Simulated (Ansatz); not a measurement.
# C (graphite type, space group P6_3/mmc): map of one atom of the cell

C (graphite type, space group P6_3/mmc)

```
CELL_PARAMETERS angstrom
      2.45522     0.00000     0.00000
     -1.22761     2.12628     0.00000
      0.00000     0.00000     6.67049
ATOMIC_POSITIONS crystal
  C  0.00000 0.00000 0.25000
  C  0.00000 0.00000 0.75000
  C  0.33333 0.66667 0.25000
  C  0.66667 0.33333 0.75000
```

In this cell atom 2 (C, nearest neighbour C at 1.418 Å; its periodic images, 2.5 Å or more away, move with it) is moved by u·(1.000, 0.000, 0.000) + v·(0.000, 1.000, 0.000); the rest is frozen.

Calculation: r2SCAN+rVV10 (plane waves to 500 eV, PAW, scalar-relativistic; Ansatz, a quantum-chemistry and plane-wave program). k mesh 12×12×4 (Γ-centred), Fermi-Dirac smearing 0.05 eV. Energies are smeared free energies. Points where atoms come too close for the PAW data are left out (x in tables, blank in figures). With partly filled bands, energies and forces of such displacements shift with the k mesh and the smearing. Fu and Fv are the components of the force on the atom. C was relaxed with its symmetry unable to fall. The PAW data are Ansatz's earlier set. ΔE is measured from the undisplaced structure. Axes are in Å.

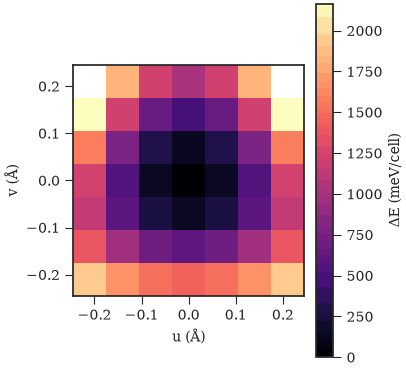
ΔE (meV/cell) over the 7×7 grid of computed points.

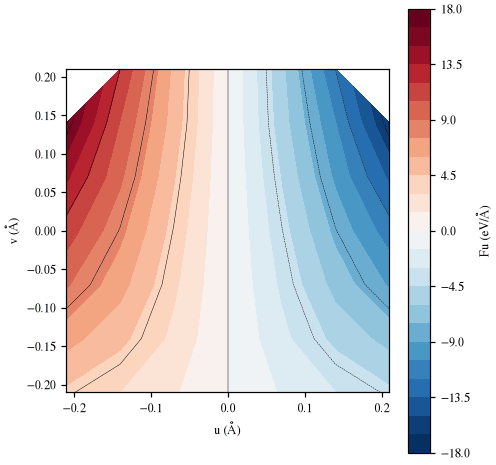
Figure. Fu (eV/Å) over the 7×7 grid of computed points.

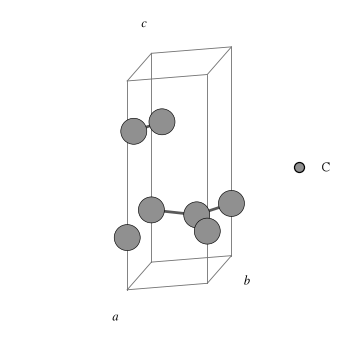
*The cell of the calculation at u = -0.210 Å, v = 0.140 Å.*

Principal force constants in the plane (five-point differences of the forces): 55.8 eV/Å², isotropic. Lowest place on the grid: u = 0.000 Å, v = 0.000 Å (0 meV/cell). Centre of the map: a minimum.

(For displaced atoms, the force is minus the slope of the energy, and its curvature is a force constant, which sets phonon frequencies.)
